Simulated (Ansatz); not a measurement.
**CH5ClOSeSi: up Jacob's ladder to CCSD(T)**

How much do the methods differ for CH5ClOSeSi? The plan is to run it at one geometry with functionals of several rungs and with coupled cluster. The yardstick is the atomisation energy at the CCSD(T) limit.

Computed with Ansatz 0.2.0, Gaussian basis. Level: functionals in def2-TZVPP, the program's frozen cores in correlated methods.

Levels to be run: LDA (SPW92), PBE-D4, revPBE-D4, BLYP-D4, r2SCAN-D4, B97M-V, PBE0-D4, B3LYP-D4, r2SCANh-D4, r2SCAN0-D4, HSE06-D4, BHLYP-D4, CAM-B3LYP-D4, LC-ωPBE, ωB97X-V, ωB97M-V, B2PLYP, PBE-QIDH; CCSD(T)/def2-SVP; CCSD(T)/def2-TZVPP; MP2/def2-QZVPP; extrapolation to the limit; RPA on PBE.

### Step 1. The geometry

All runs share one geometry, relaxed beforehand with PBE0-D4 in a triple-zeta def2 set.

SMILES `OC[SiH](Cl)[SeH]`, 10 atoms, charge 0, spin multiplicity 1.

Atoms are counted from 1 here; the program's logs count them from 0.

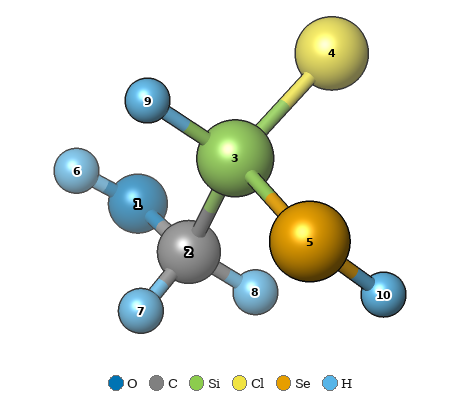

The structure; colours as in the key; atoms are numbered from 1 in the order of the file.

### Step 2. LDA

This LDA is Slater exchange with PW92 correlation.

File in.yaml:

```yaml
crystal:
  periodic: [false, false, false]
  atoms:
    - {symbol: O, position_ang: [-0.141576, 0.128552, 2.081362]}
    - {symbol: C, position_ang: [-0.557220, 0.349238, 0.746186]}
    - {symbol: Si, position_ang: [0.544867, -0.497084, -0.527991]}
    - {symbol: Cl, position_ang: [2.470695, 0.166300, -0.280092]}
    - {symbol: Se, position_ang: [-0.231967, -0.175859, -2.635037]}
    - {symbol: H, position_ang: [-0.210495, -0.809044, 2.278663]}
    - {symbol: H, position_ang: [-1.598237, 0.039354, 0.574787]}
    - {symbol: H, position_ang: [-0.522830, 1.429857, 0.581361]}
    - {symbol: H, position_ang: [0.545512, -1.968551, -0.333186]}
    - {symbol: H, position_ang: [-0.215549, 1.286138, -2.483051]}
basis:
  gaussian: {orbitals: def2-TZVPP}
hamiltonian: {xc: lda}
output: {orbitals: {seedname: orbitals}}
```

Started as:

```console
$ ansatz run in.yaml --threads 4 --pin off --events-out ev --progress --plain --max-ram 10444MiB
```

What it wrote:

```text
Functional definition: SPW92
  name "SPW92"
  cite "Dirac, Proc. Camb. Phil. Soc. 26, 376 (1930) doi:10.1017/S0305004100016108"
  cite "Slater, Phys. Rev. 81, 385 (1951) doi:10.1103/PhysRev.81.385"
  cite "Perdew & Wang, Phys. Rev. B 45, 13244 (1992) doi:10.1103/PhysRevB.45.13244"
  exchange = slater_x
  correlation = pw_c
1595 factors; their error is unknown
mean field evaluation 1: about -88720.5072 eV, gradient 6.6e1 eV
mean field evaluation 2: about -88644.4338 eV, gradient 1.7e2 eV
mean field evaluation 4: about -88729.0211 eV, gradient 1.5e1 eV
mean field evaluation 8: about -88729.4492 eV, gradient 2.5e-1 eV
mean field evaluation 16: about -88729.3885 eV, gradient 4.7e-4 eV
mean field -88729.38851199 eV, -3260.7448848761 hartree, gradient 6.4e-5 eV, S^2 0.000000; 0 other end points of the search recorded, 0 dependent functions left out
reference -88729.38855178 eV, -3260.7448863384 hartree; 42, 42 occupied and 222, 222 virtual orbitals, 1595 factors
Total energy: -88729.38855178 eV, -3260.7448863384 hartree
```

It took 1.7 s on 4 threads of Arm Neoverse V1, shared host.

With the free atoms at this level, -88689.345 eV in sum, the atomisation energy is 3863.6 kJ/mol. HOMO -6.26 eV, LUMO -1.30 eV.

### Step 3. PBE-D4 (GGA)

Changes to in.yaml since step 2:

```diff
@@ -15,3 +15,3 @@
   gaussian: {orbitals: def2-TZVPP}
-hamiltonian: {xc: lda}
-output: {orbitals: {seedname: orbitals}}
+hamiltonian: {xc: pbe, dispersion: d4}
+output: {forces: true, orbitals: {seedname: orbitals}}
```

Same command.

What it wrote, cut to the lines that bear on the results:

```text
Functional definition: PBE
  name "PBE"
  cite "Perdew, Burke & Ernzerhof, Phys. Rev. Lett. 77, 3865 (1996) doi:10.1103/PhysRevLett.77.3865"
  parent pbe
[...]
1595 factors; their error is unknown
[...]
mean field -88896.80802471 eV, -3266.8974384875 hartree, gradient 1.1e-5 eV, S^2 0.000000; 0 other end points of the search recorded, 0 dependent functions left out
[...]
reference -88896.80806734 eV, -3266.8974400541 hartree; 42, 42 occupied and 222, 222 virtual orbitals, 1595 factors
Total energy: -88897.09105272 eV, -3266.9078395751 hartree
Atom 0 at    -0.141576     0.128552     2.081362 Å, force     0.202134     0.395977     0.427604 eV/Å
Atom 1 at    -0.557220     0.349238     0.746186 Å, force    -0.079501    -0.019519    -0.201343 eV/Å
Atom 2 at     0.544867    -0.497084    -0.527991 Å, force    -0.059491    -0.000875    -0.032869 eV/Å
Atom 3 at     2.470695     0.166300    -0.280092 Å, force     0.306505     0.089174     0.054762 eV/Å
Atom 4 at    -0.231967    -0.175859    -2.635037 Å, force    -0.099558    -0.253535    -0.291972 eV/Å
Atom 5 at    -0.210495    -0.809044     2.278663 Å, force    -0.036243    -0.458203     0.093701 eV/Å
Atom 6 at    -1.598237     0.039354     0.574787 Å, force    -0.229956    -0.056218    -0.067995 eV/Å
Atom 7 at    -0.522830     1.429857     0.581361 Å, force     0.003927     0.225299    -0.044257 eV/Å
Atom 8 at     0.545512    -1.968551    -0.333186 Å, force    -0.011774    -0.177071     0.020359 eV/Å
Atom 9 at    -0.215549     1.286138    -2.483051 Å, force     0.003957     0.254971     0.042011 eV/Å
Dipole moment:    -0.331411    -0.125479     0.020651 e Å
```

Run time: 3.3 s. Hardware: 4 threads of Arm Neoverse V1, shared host.

With the free atoms at this level, -88861.773 eV in sum, the atomisation energy is 3407.7 kJ/mol. HOMO -6.10 eV, LUMO -1.11 eV.

### Step 4. revPBE-D4 (GGA)

Changes to in.yaml since step 3:

```diff
@@ -15,3 +15,3 @@
   gaussian: {orbitals: def2-TZVPP}
-hamiltonian: {xc: pbe, dispersion: d4}
-output: {forces: true, orbitals: {seedname: orbitals}}
+hamiltonian: {xc: {name: revPBE}, dispersion: d4}
+output: {orbitals: {seedname: orbitals}}
```

Same command.

What it wrote:

```text
Functional definition: revPBE
  name "revPBE"
  cite "Zhang & Yang, Phys. Rev. Lett. 80, 890 (1998) doi:10.1103/PhysRevLett.80.890"
  cite "Perdew, Burke & Ernzerhof, Phys. Rev. Lett. 77, 3865 (1996) doi:10.1103/PhysRevLett.77.3865"
  parameter kappa = 1.245
  parameter beta = 0.06672455060314922
  exchange = pbe_x(kappa = kappa, mu = beta*pi^2/3)
  correlation = pbe_c(beta = beta)
1595 factors; their error is unknown
mean field evaluation 1: about -88901.1258 eV, gradient 6.2e1 eV
mean field evaluation 2: about -88829.0368 eV, gradient 1.6e2 eV
mean field evaluation 4: about -88908.7756 eV, gradient 1.4e1 eV
mean field evaluation 8: about -88909.1362 eV, gradient 2.1e-1 eV
mean field evaluation 16: about -88909.0752 eV, gradient 4.8e-4 eV
mean field -88909.07520312 eV, -3267.3482489791 hartree, gradient 4.9e-5 eV, S^2 0.000000; 0 other end points of the search recorded, 0 dependent functions left out
reference -88909.07525634 eV, -3267.3482509350 hartree; 42, 42 occupied and 222, 222 virtual orbitals, 1595 factors
Total energy: -88909.83282374 eV, -3267.3760910233 hartree
```

Wall time 2.7 s (4 threads of Arm Neoverse V1, shared host).

With the free atoms at this level, -88875.398 eV in sum, the atomisation energy is 3322.5 kJ/mol. HOMO -6.04 eV, LUMO -1.03 eV.

### Step 5. BLYP-D4 (GGA)

Changes to in.yaml since step 4:

```diff
@@ -15,3 +15,3 @@
   gaussian: {orbitals: def2-TZVPP}
-hamiltonian: {xc: {name: revPBE}, dispersion: d4}
+hamiltonian: {xc: {name: BLYP}, dispersion: d4}
 output: {orbitals: {seedname: orbitals}}
```

Launched as before.

What it wrote:

```text
Functional definition: BLYP
  name "BLYP"
  cite "Becke, Phys. Rev. A 38, 3098 (1988) doi:10.1103/PhysRevA.38.3098"
  cite "Lee, Yang & Parr, Phys. Rev. B 37, 785 (1988) doi:10.1103/PhysRevB.37.785"
  parameter beta = 0.0042
  parameter a = 0.04918
  parameter b = 0.132
  parameter c = 0.2533
  parameter d = 0.349
  exchange = b88_x(beta = beta)
  correlation = lyp_c(a = a, b = b, c = c, d = d)
1595 factors; their error is unknown
mean field evaluation 1: about -88909.8912 eV, gradient 6.8e1 eV
mean field evaluation 2: about -88819.6365 eV, gradient 1.8e2 eV
mean field evaluation 4: about -88918.8318 eV, gradient 1.4e1 eV
mean field evaluation 8: about -88919.2454 eV, gradient 2.3e-1 eV
mean field evaluation 16: about -88919.1836 eV, gradient 4.6e-4 eV
mean field -88919.18363146 eV, -3267.7197268688 hartree, gradient 5.1e-5 eV, S^2 0.000000; 0 other end points of the search recorded, 0 dependent functions left out
reference -88919.18401491 eV, -3267.7197409602 hartree; 42, 42 occupied and 222, 222 virtual orbitals, 1595 factors
Total energy: -88919.79103053 eV, -3267.7420483729 hartree
```

It took 2.7 s on 4 threads of Arm Neoverse V1, shared host.

With the free atoms at this level, -88885.338 eV in sum, the atomisation energy is 3324.2 kJ/mol. HOMO -5.96 eV, LUMO -1.02 eV.

### Step 6. r2SCAN-D4 (meta-GGA)

Changes to in.yaml since step 5:

```diff
@@ -15,3 +15,3 @@
   gaussian: {orbitals: def2-TZVPP}
-hamiltonian: {xc: {name: BLYP}, dispersion: d4}
-output: {orbitals: {seedname: orbitals}}
+hamiltonian: {xc: r2scan, dispersion: d4}
+output: {forces: true, orbitals: {seedname: orbitals}}
```

Same command.

What it wrote, cut to the lines that bear on the results:

```text
Functional definition: r2SCAN
  name "r2SCAN"
  cite "Furness, Kaplan, Ning, Perdew & Sun, J. Phys. Chem. Lett. 11, 8208 (2020) doi:10.1021/acs.jpclett.0c02405"
  cite "Furness, Kaplan, Ning, Perdew & Sun, J. Phys. Chem. Lett. 11, 9248 (2020) doi:10.1021/acs.jpclett.0c03077"
  parent r2scan
[...]
1595 factors; their error is unknown
[...]
mean field -88916.03392472 eV, -3267.6039772812 hartree, gradient 5.7e-5 eV, S^2 0.000000; 0 other end points of the search recorded, 0 dependent functions left out
[...]
reference -88916.03393630 eV, -3267.6039777064 hartree; 42, 42 occupied and 222, 222 virtual orbitals, 1595 factors
Total energy: -88916.10233526 eV, -3267.6064913218 hartree
Atom 0 at    -0.141576     0.128552     2.081362 Å, force     0.119649     0.016115     0.339142 eV/Å
Atom 1 at    -0.557220     0.349238     0.746186 Å, force    -0.104536     0.030888    -0.319821 eV/Å
Atom 2 at     0.544867    -0.497084    -0.527991 Å, force    -0.014732    -0.051315    -0.004482 eV/Å
Atom 3 at     2.470695     0.166300    -0.280092 Å, force     0.079844     0.023810     0.030765 eV/Å
Atom 4 at    -0.231967    -0.175859    -2.635037 Å, force    -0.034027     0.010334    -0.070893 eV/Å
Atom 5 at    -0.210495    -0.809044     2.278663 Å, force    -0.008389    -0.048403    -0.004426 eV/Å
Atom 6 at    -1.598237     0.039354     0.574787 Å, force    -0.022139     0.009139     0.005957 eV/Å
Atom 7 at    -0.522830     1.429857     0.581361 Å, force    -0.009498     0.002246     0.014161 eV/Å
Atom 8 at     0.545512    -1.968551    -0.333186 Å, force    -0.008930     0.022443     0.003584 eV/Å
Atom 9 at    -0.215549     1.286138    -2.483051 Å, force     0.002758    -0.015259     0.006013 eV/Å
Dipole moment:    -0.337978    -0.126017     0.020958 e Å
```

It took 7 s on 4 threads of Arm Neoverse V1, shared host.

With the free atoms at this level, -88881.221 eV in sum, the atomisation energy is 3365.5 kJ/mol. HOMO -6.40 eV, LUMO -0.84 eV.

### Step 7. B97M-V (meta-GGA)

Changes to in.yaml since step 6:

```diff
@@ -15,3 +15,3 @@
   gaussian: {orbitals: def2-TZVPP}
-hamiltonian: {xc: r2scan, dispersion: d4}
-output: {forces: true, orbitals: {seedname: orbitals}}
+hamiltonian: {xc: {name: B97M-V}}
+output: {orbitals: {seedname: orbitals}}
```

Launched as before.

What it wrote, cut to the lines that bear on the results:

```text
Functional definition: B97M-V
  name "B97M-V"
  cite "Mardirossian & Head-Gordon, J. Chem. Phys. 142, 074111 (2015) doi:10.1063/1.4907719"
  cite "Becke, J. Chem. Phys. 107, 8554 (1997) doi:10.1063/1.475007"
  cite "Vydrov & Van Voorhis, J. Chem. Phys. 133, 244103 (2010) doi:10.1063/1.3521275"
  # Of w^i u^j: cxij and so on, Table III.
[...]
  gx(w, u) = cx00 + cx01*u + cx02*u^2 + (cx10 + cx11*u)*w
  gss(w, u) = css00 + css02*u^2 + css10*w + (css32*w^3 + css42*w^4)*u^2
  gos(w, u) = cos00 + cos01*u + cos03*u^3 + cos10*w + cos32*w^3*u^2
[...]
      + integral(e_c_pw_mod_opposite_spin*gos(b97_w_opposite, b97_u_opposite)) + vv10(b, c)
1595 factors; their error is unknown
[...]
mean field -88901.69917160 eV, -3267.0771848204 hartree, gradient 2.5e-5 eV, S^2 0.000000; 0 other end points of the search recorded, 0 dependent functions left out
reference -88901.69923082 eV, -3267.0771869966 hartree; 42, 42 occupied and 222, 222 virtual orbitals, 1595 factors
Total energy: -88901.69923082 eV, -3267.0771869966 hartree
```

Run time: 13 s. Hardware: 4 threads of Arm Neoverse V1, shared host.

Atomisation energy: 3357.6 kJ/mol (free atoms -88866.900 eV, run apart). HOMO -6.49 eV, LUMO -0.90 eV.

### Step 8. PBE0-D4 (hybrid)

Changes to in.yaml since step 7:

```diff
@@ -15,3 +15,3 @@
   gaussian: {orbitals: def2-TZVPP}
-hamiltonian: {xc: {name: B97M-V}}
+hamiltonian: {xc: pbe0, dispersion: d4}
 output: {orbitals: {seedname: orbitals}}
```

Its log isn't repeated here (it stands with the study of this molecule's fields); it ends on a total energy of -88901.119848 eV.

Atomisation energy: 3346.9 kJ/mol (free atoms -88866.431 eV, run apart). HOMO -7.34 eV, LUMO -0.23 eV.

### Step 9. B3LYP-D4 (hybrid)

B3LYP here takes the VWN-RPA correlation.

Changes to in.yaml since step 8:

```diff
@@ -15,3 +15,3 @@
   gaussian: {orbitals: def2-TZVPP}
-hamiltonian: {xc: pbe0, dispersion: d4}
-output: {orbitals: {seedname: orbitals}}
+hamiltonian: {xc: {name: B3LYP}, dispersion: d4}
+output: {forces: true, orbitals: {seedname: orbitals}}
```

Same command.

What it wrote, cut to the lines that bear on the results:

```text
Functional definition: B3LYP
  name "B3LYP"
  cite "Stephens, Devlin, Chabalowski & Frisch, J. Phys. Chem. 98, 11623 (1994) doi:10.1021/j100096a001"
  cite "Becke, Phys. Rev. A 38, 3098 (1988) doi:10.1103/PhysRevA.38.3098"
  cite "Lee, Yang & Parr, Phys. Rev. B 37, 785 (1988) doi:10.1103/PhysRevB.37.785"
  cite "Vosko, Wilk & Nusair, Can. J. Phys. 58, 1200 (1980) doi:10.1139/p80-159"
[...]
1639 factors; their error is unknown
[...]
mean field -88921.44385708 eV, -3267.8027886281 hartree, gradient 6.4e-5 eV, S^2 0.000000; 0 other end points of the search recorded, 0 dependent functions left out
[...]
reference -88921.44414413 eV, -3267.8027991773 hartree; 42, 42 occupied and 222, 222 virtual orbitals, 1639 factors
Total energy: -88921.90431154 eV, -3267.8197100176 hartree
Atom 0 at    -0.141576     0.128552     2.081362 Å, force     0.080388    -0.077838     0.306622 eV/Å
Atom 1 at    -0.557220     0.349238     0.746186 Å, force    -0.185948     0.154608    -0.340504 eV/Å
Atom 2 at     0.544867    -0.497084    -0.527991 Å, force    -0.070814    -0.236238     0.091352 eV/Å
Atom 3 at     2.470695     0.166300    -0.280092 Å, force     0.218462     0.073206     0.033210 eV/Å
Atom 4 at    -0.231967    -0.175859    -2.635037 Å, force    -0.071615    -0.007097    -0.186982 eV/Å
Atom 5 at    -0.210495    -0.809044     2.278663 Å, force     0.008341    -0.016622     0.072010 eV/Å
Atom 6 at    -1.598237     0.039354     0.574787 Å, force     0.051163     0.027524     0.029714 eV/Å
Atom 7 at    -0.522830     1.429857     0.581361 Å, force    -0.015311    -0.060379     0.015075 eV/Å
Atom 8 at     0.545512    -1.968551    -0.333186 Å, force    -0.007366     0.090724    -0.002426 eV/Å
Atom 9 at    -0.215549     1.286138    -2.483051 Å, force    -0.007300     0.052113    -0.018070 eV/Å
Dipole moment:    -0.339370    -0.142555    -0.005219 e Å
```

Wall time 7.5 s (4 threads of Arm Neoverse V1, shared host); peak memory 0.94 GiB.

Atomisation energy: 3330.3 kJ/mol (free atoms -88887.388 eV, run apart). HOMO -7.10 eV, LUMO -0.49 eV.

### Step 10. r2SCANh-D4 (hybrid)

Changes to in.yaml since step 9:

```diff
@@ -15,3 +15,3 @@
   gaussian: {orbitals: def2-TZVPP}
-hamiltonian: {xc: {name: B3LYP}, dispersion: d4}
-output: {forces: true, orbitals: {seedname: orbitals}}
+hamiltonian: {xc: {name: r2SCANh}, dispersion: d4}
+output: {orbitals: {seedname: orbitals}}
```

Launched as before.

What it wrote, cut to the lines that bear on the results:

```text
Functional definition: r2SCANh
  name "r2SCANh"
  cite "Bursch, Neugebauer, Ehlert & Grimme, J. Chem. Phys. 156, 134105 (2022) doi:10.1063/5.0086040"
  cite "Furness, Kaplan, Ning, Perdew & Sun, J. Phys. Chem. Lett. 11, 8208 (2020) doi:10.1021/acs.jpclett.0c02405"
  cite "Furness, Kaplan, Ning, Perdew & Sun, J. Phys. Chem. Lett. 11, 9248 (2020) doi:10.1021/acs.jpclett.0c03077"
  parent r2scan
[...]
1598 factors; their error is unknown
[...]
mean field -88915.70081286 eV, -3267.5917356458 hartree, gradient 6.5e-5 eV, S^2 0.000000; 0 other end points of the search recorded, 0 dependent functions left out
reference -88915.70082349 eV, -3267.5917360365 hartree; 42, 42 occupied and 222, 222 virtual orbitals, 1598 factors
Total energy: -88915.77498285 eV, -3267.5944613429 hartree
```

Wall time 8 s (4 threads of Arm Neoverse V1, shared host); peak memory 0.92 GiB.

With the free atoms at this level, -88881.141 eV in sum, the atomisation energy is 3341.6 kJ/mol. HOMO -6.86 eV, LUMO -0.53 eV.

### Step 11. r2SCAN0-D4 (hybrid)

Changes to in.yaml since step 10:

```diff
@@ -15,3 +15,3 @@
   gaussian: {orbitals: def2-TZVPP}
-hamiltonian: {xc: {name: r2SCANh}, dispersion: d4}
+hamiltonian: {xc: {name: r2SCAN0}, dispersion: d4}
 output: {orbitals: {seedname: orbitals}}
```

The command is unchanged.

What it wrote, cut to the lines that bear on the results:

```text
Functional definition: r2SCAN0
  name "r2SCAN0"
  cite "Bursch, Neugebauer, Ehlert & Grimme, J. Chem. Phys. 156, 134105 (2022) doi:10.1063/5.0086040"
  cite "Furness, Kaplan, Ning, Perdew & Sun, J. Phys. Chem. Lett. 11, 8208 (2020) doi:10.1021/acs.jpclett.0c02405"
  cite "Furness, Kaplan, Ning, Perdew & Sun, J. Phys. Chem. Lett. 11, 9248 (2020) doi:10.1021/acs.jpclett.0c03077"
  parent r2scan
[...]
1654 factors; their error is unknown
[...]
mean field -88915.24057468 eV, -3267.5748222049 hartree, gradient 5.4e-5 eV, S^2 0.000000; 0 other end points of the search recorded, 0 dependent functions left out
reference -88915.24058391 eV, -3267.5748225439 hartree; 42, 42 occupied and 222, 222 virtual orbitals, 1654 factors
Total energy: -88915.32315891 eV, -3267.5778571192 hartree
```

Wall time 8 s (4 threads of Arm Neoverse V1, shared host); peak memory 0.93 GiB.

Atomisation energy: 3307.6 kJ/mol (free atoms -88881.043 eV, run apart). HOMO -7.53 eV, LUMO -0.07 eV.

### Step 12. HSE06-D4 (hybrid)

HSE06 is the plane-wave form, built on full-range PBE exchange.

Changes to in.yaml since step 11:

```diff
@@ -15,3 +15,3 @@
   gaussian: {orbitals: def2-TZVPP}
-hamiltonian: {xc: {name: r2SCAN0}, dispersion: d4}
+hamiltonian: {xc: hse06, dispersion: d4}
 output: {orbitals: {seedname: orbitals}}
```

Launched as before.

What it wrote, cut to the lines that bear on the results:

```text
Functional definition: HSE06
  name "HSE06"
  cite "Heyd, Scuseria & Ernzerhof, J. Chem. Phys. 118, 8207 (2003) doi:10.1063/1.1564060"
  cite "Krukau, Vydrov, Izmaylov & Scuseria, J. Chem. Phys. 125, 224106 (2006) doi:10.1063/1.2404663"
  cite "Heyd & Scuseria, J. Chem. Phys. 120, 7274 (2004) doi:10.1063/1.1668634"
  cite "Ernzerhof & Perdew, J. Chem. Phys. 109, 3313 (1998) doi:10.1063/1.476928"
  cite "Perdew, Burke & Ernzerhof, Phys. Rev. Lett. 77, 3865 (1996) doi:10.1103/PhysRevLett.77.3865"
  parent pbe
[...]
  # The whole range is PBE's own exchange, as in plane waves. The composition of these papers is wPBEh.
[...]
1654 factors; their error is unknown
113 factors; integrals over basis functions are off by at most 5.8e-7 eV
[...]
mean field -88900.41631975 eV, -3267.0300408845 hartree, gradient 3.3e-5 eV, S^2 0.000000; 0 other end points of the search recorded, 0 dependent functions left out
reference -88900.41636234 eV, -3267.0300424495 hartree; 42, 42 occupied and 222, 222 virtual orbitals, 1654 factors
Total energy: -88900.64540494 eV, -3267.0384596098 hartree
```

It took 5 s on 4 threads of Arm Neoverse V1, shared host; peak memory 0.95 GiB.

Atomisation energy: 3349.1 kJ/mol (free atoms -88865.934 eV, run apart). HOMO -6.94 eV, LUMO -0.61 eV.

### Step 13. BHLYP-D4 (hybrid)

Changes to in.yaml since step 12:

```diff
@@ -15,3 +15,3 @@
   gaussian: {orbitals: def2-TZVPP}
-hamiltonian: {xc: hse06, dispersion: d4}
+hamiltonian: {xc: {name: BHLYP}, dispersion: d4}
 output: {orbitals: {seedname: orbitals}}
```

Same command.

What it wrote:

```text
Functional definition: BHLYP
  name "BHLYP"
  cite "Becke, J. Chem. Phys. 98, 1372 (1993) doi:10.1063/1.464304"
  cite "Becke, Phys. Rev. A 38, 3098 (1988) doi:10.1103/PhysRevA.38.3098"
  cite "Lee, Yang & Parr, Phys. Rev. B 37, 785 (1988) doi:10.1103/PhysRevB.37.785"
  parameter a = 0.5
  exchange = (1 - a)*b88_x + a*exact_x
  correlation = lyp_c
1812 factors; their error is unknown
mean field evaluation 1: about -88912.6604 eV, gradient 4.4e1 eV
mean field evaluation 2: about -88912.3258 eV, gradient 4.8e1 eV
mean field evaluation 4: about -88916.3841 eV, gradient 2.1e0 eV
mean field evaluation 8: about -88916.3925 eV, gradient 2.9e-2 eV
mean field evaluation 16: about -88917.3779 eV, gradient 1.3e-4 eV
mean field -88917.37789888 eV, -3267.6533674204 hartree, gradient 4.9e-5 eV, S^2 0.000000; 0 other end points of the search recorded, 0 dependent functions left out
reference -88917.37809391 eV, -3267.6533745878 hartree; 42, 42 occupied and 222, 222 virtual orbitals, 1812 factors
Total energy: -88917.76128556 eV, -3267.6674566211 hartree
```

It took 5 s on 4 threads of Arm Neoverse V1, shared host; peak memory 0.95 GiB.

Atomisation energy: 3233.3 kJ/mol (free atoms -88884.251 eV, run apart). HOMO -8.38 eV, LUMO 0.65 eV.

### Step 14. CAM-B3LYP-D4 (range-separated)

Changes to in.yaml since step 13:

```diff
@@ -15,3 +15,3 @@
   gaussian: {orbitals: def2-TZVPP}
-hamiltonian: {xc: {name: BHLYP}, dispersion: d4}
+hamiltonian: {xc: {name: CAM-B3LYP}, dispersion: d4}
 output: {orbitals: {seedname: orbitals}}
```

Same command.

What it wrote, cut to the lines that bear on the results:

```text
Functional definition: CAM-B3LYP
  name "CAM-B3LYP"
  cite "Yanai, Tew & Handy, Chem. Phys. Lett. 393, 51 (2004) doi:10.1016/j.cplett.2004.06.011"
  cite "Iikura, Tsuneda, Yanai & Hirao, J. Chem. Phys. 115, 3540 (2001) doi:10.1063/1.1383587"
  cite "Becke, Phys. Rev. A 38, 3098 (1988) doi:10.1103/PhysRevA.38.3098"
  cite "Lee, Yang & Parr, Phys. Rev. B 37, 785 (1988) doi:10.1103/PhysRevB.37.785"
  cite "Vosko, Wilk & Nusair, Can. J. Phys. 58, 1200 (1980) doi:10.1139/p80-159"
[...]
  # Exact exchange under (alpha + beta erf(omega r))/r, Becke's under what is left of 1/r.
[...]
1639 factors; their error is unknown
350 factors; integrals over basis functions are off by at most 1.0e-5 eV
[...]
mean field -88922.06886883 eV, -3267.8257573863 hartree, gradient 3.5e-5 eV, S^2 0.000000; 0 other end points of the search recorded, 0 dependent functions left out
reference -88922.06900874 eV, -3267.8257625282 hartree; 42, 42 occupied and 222, 222 virtual orbitals, 1639 factors
Total energy: -88922.32038312 eV, -3267.8350003659 hartree
```

It took 6 s on 4 threads of Arm Neoverse V1, shared host; peak memory 1 GiB.

With the free atoms at this level, -88887.702 eV in sum, the atomisation energy is 3340.1 kJ/mol. HOMO -8.64 eV, LUMO 0.80 eV.

(Part 1 of 2 ends here.)
